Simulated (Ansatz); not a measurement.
Relaxed TiN (rock salt):

```
TiN
1.0
    0.00000     4.23332     4.23332
    2.11666     0.00000     2.11666
    2.11666     2.11666     0.00000
N Ti
2 2
Cartesian
  0.00000   0.00000   0.00000
  0.00000   2.11666   2.11666
  2.11666   2.11666   2.11666
  2.11666   4.23332   4.23332
```

Scan: atom 4 (Ti, nearest neighbour N at 2.117 Å; its periodic images, 3.0 Å or more away, move with it) is displaced along Cartesian z, direction (0.000, 0.000, 1.000) in Cartesian axes, by s. The other atoms stay.

All values below come from r2SCAN (plane waves to 500 eV, PAW, scalar-relativistic; Ansatz, a quantum-chemistry and plane-wave program). k mesh 15×15×15 (Γ-centred), Fermi-Dirac smearing 0.05 eV. The energy includes the smearing's −TS. Compression counts positive. Left out: 4 of 11 points, with atoms too close for the PAW data. With partly filled bands, energies and forces of such displacements shift with the k mesh and the smearing. The PAW data are Ansatz's earlier set. TiN is run without spin polarisation. TiN was relaxed with its symmetry unable to fall. ΔE is measured from the undisplaced structure.

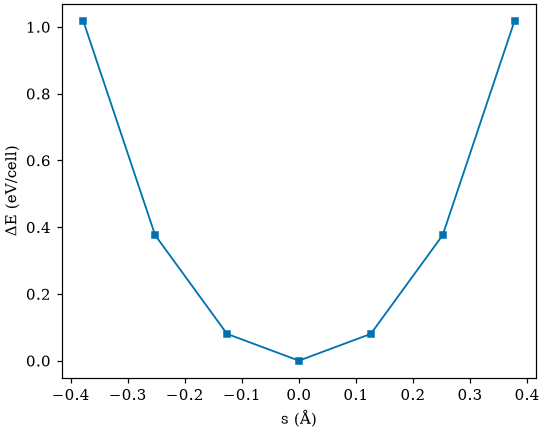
*ΔE (eV/cell) against s (Å); computed points joined by lines.*

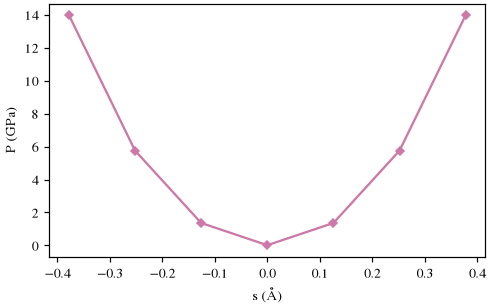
P (GPa) against s (Å); computed points joined by lines.

The energy at s = 0.378 Å is 1018 meV/cell. The force along the line at s = -0.378 Å comes out as 6.97 eV/Å and the force constant k = d²E/ds² at s = 0 (finite differences) is 9.70 eV/Å². Shape of the curve: a single well with its minimum at or next to zero displacement. Symmetry of the curve: even: the same for both signs.

With its periodic images moving along, the atom's site symmetry in this cell is -3m.

(A displaced cell: forces are minus the slopes of the energy, force constants its curvatures, and phonons follow from these.)
